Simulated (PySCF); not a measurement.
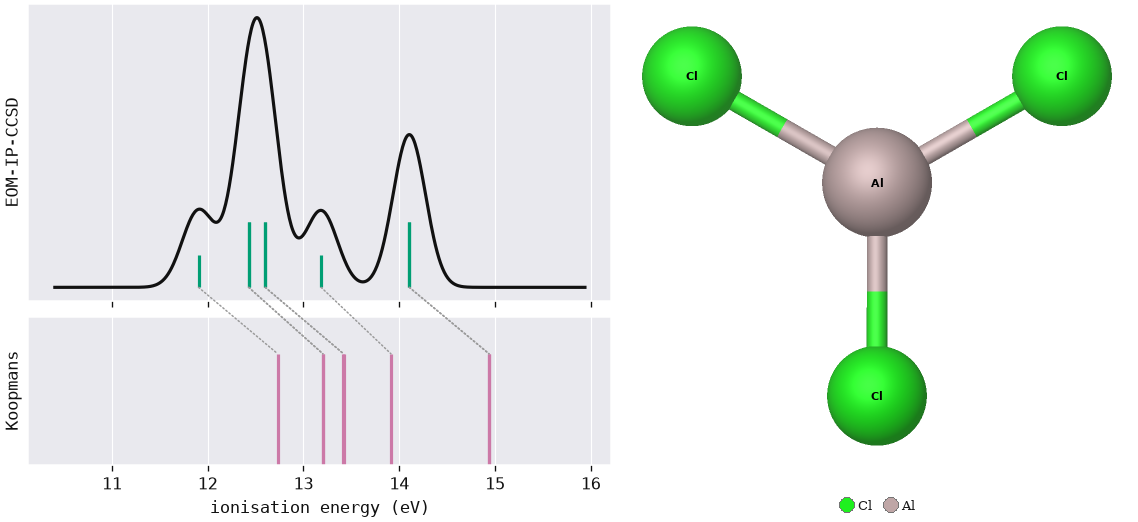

Valence photoelectron lines of AlCl₃ (aluminum trichloride), SMILES [Cl][Al]([Cl])[Cl], singlet: vertical EOM-IP-CCSD/aug-cc-pVDZ (frozen core, PySCF 2.14.0, at a PBE0-D3(BJ)/def2-SVP geometry (no frequency check); 8 lines, one for each of the 8 highest orbitals, so a line of a deeper orbital can be missing among them) above, Hartree-Fock orbital energies with the sign turned below, non-relativistic; dotted lines join each line to its leading orbital. Stick heights are one-hole weights (summed over degenerate lines), not cross-sections; Gaussian width 0.40 eV.

**Do correlation and relaxation change the order of the lines?**

Not among these holes, which come in the order of the orbitals, HOMO, HOMO−1, HOMO−2, HOMO−3, HOMO−4, HOMO−5, HOMO−6, HOMO−7.

**List the lines.**

| hole | EOM-IP-CCSD (eV) | Koopmans (eV) | one-hole weight |
| --- | --- | --- | --- |
| HOMO | 11.90 | 12.73 | 0.96 |
| HOMO-1 | 12.43 | 13.20 | 0.95 |
| HOMO-2 | 12.43 | 13.20 | 0.95 |
| HOMO-3 | 12.60 | 13.42 | 0.96 |
| HOMO-4 | 12.60 | 13.42 | 0.96 |
| HOMO-5 | 13.18 | 13.91 | 0.95 |
| HOMO-6 | 14.10 | 14.94 | 0.95 |
| HOMO-7 | 14.11 | 14.94 | 0.95 |

Caveats: small basis, so the lines can lie some tenths of an eV too low.
